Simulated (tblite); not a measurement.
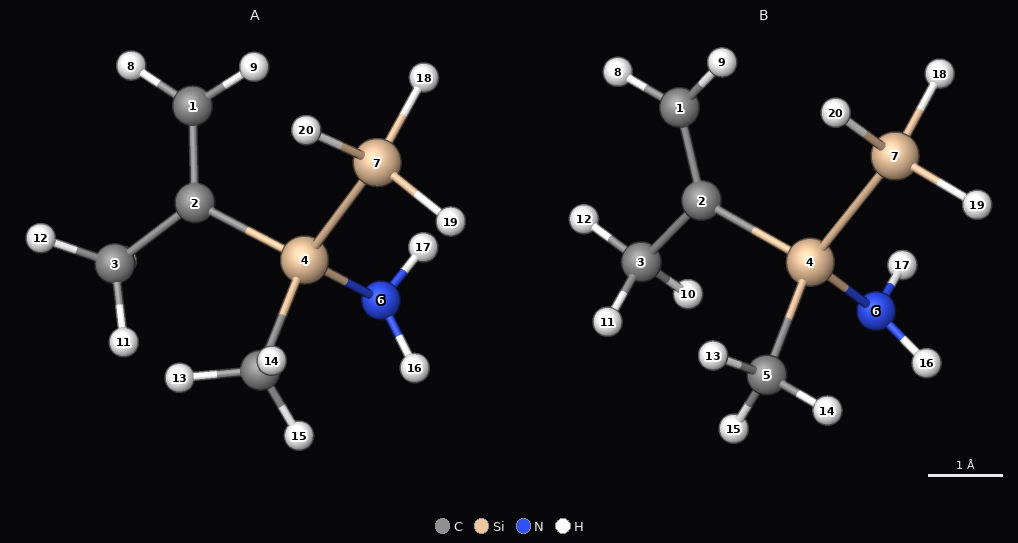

Two geometries of C₄H₁₃NSi₂, drawn at one scale. One is the start of a relaxation, the other its converged end. The picture is a ball-and-stick view, seen at a tilt.

Theory: GFN2-xTB geometry optimisation, gas phase (tblite). 

Which one is relaxed?

Answer. Structure B is the relaxed one. The largest move after the best rigid fit is that of H12, 1.26 Å. Largest moves by element: H 1.26 Å, C 0.43 Å, N 0.25 Å, Si 0.15 Å. Among the contacts that change: Si4–Si7 2.219 → 2.322 Å, C2–Si4 1.858 → 1.904 Å, Si4–C5 1.865 → 1.909 Å, N6–H16 1.046 → 1.008 Å. Bond angles that change, for instance: H16–N6–H17 116.3° → 109.4°, C1–C2–Si4 116.8° → 121.8°, H18–Si7–H19 109.9° → 104.9°. Groups turn about Si4–C5 by about 60°, C2–C3 by about 50°, C2–Si4 by about 25°. Over 183 geometry steps the energy falls by 12.8 kcal/mol. The run took 2.5 s on 1 thread of Arm Neoverse N1 (shared host).
